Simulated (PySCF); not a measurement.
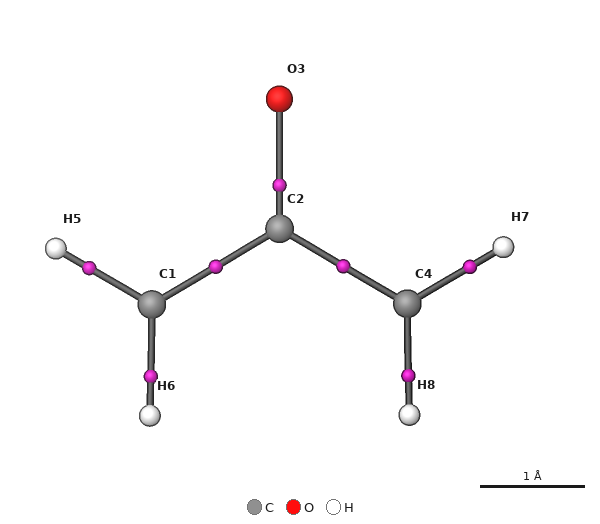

C₃H₄O, triplet, SMILES `[CH2]C(=O)[CH2]`. Molecular graph of the electron density (QTAIM): bond paths, bond critical points (magenta), ring points (cyan, if any); weak paths are dashed.

Method: PBE0/def2-TZVP; geometry: GFN2-xTB; program: PySCF. No frequency check shows the geometry to be a minimum. The stability of the open-shell solution wasn't checked. GFN2-xTB doesn't know the spin state, so this open-shell geometry is rough.

Question: How many critical points of each kind are there, and does the count close?

Answer: 8 nuclei, 7 bond, 0 ring and 0 cage critical points: 8 − 7 + 0 − 0 = 1, as the Poincaré–Hopf relation requires.

Question: What does the calculation give at each kind of bond critical point?

Answer:
```json
{"bond": "C2–O3", "length (Å)": "1.252", "ρ (a.u.)": "0.383", "∇²ρ (a.u.)": "−0.33", "ε": "0.06", "H (a.u.)": "−0.673"}
{"bond": "C1–C2 (2 alike)", "length (Å)": "1.432", "ρ (a.u.)": "0.300", "∇²ρ (a.u.)": "−0.88", "ε": "0.15", "H (a.u.)": "−0.304"}
{"bond": "C1–H5 (2 alike)", "length (Å)": "1.074", "ρ (a.u.)": "0.291", "∇²ρ (a.u.)": "−1.06", "ε": "0.02", "H (a.u.)": "−0.302"}
{"bond": "C1–H6 (2 alike)", "length (Å)": "1.074", "ρ (a.u.)": "0.291", "∇²ρ (a.u.)": "−1.05", "ε": "0.01", "H (a.u.)": "−0.302"}
```

Question: What kind of interaction is C1–H6?

Answer: Shared-shell (covalent): ρ = 0.291, ∇²ρ = −1.05, H = −0.302 a.u.
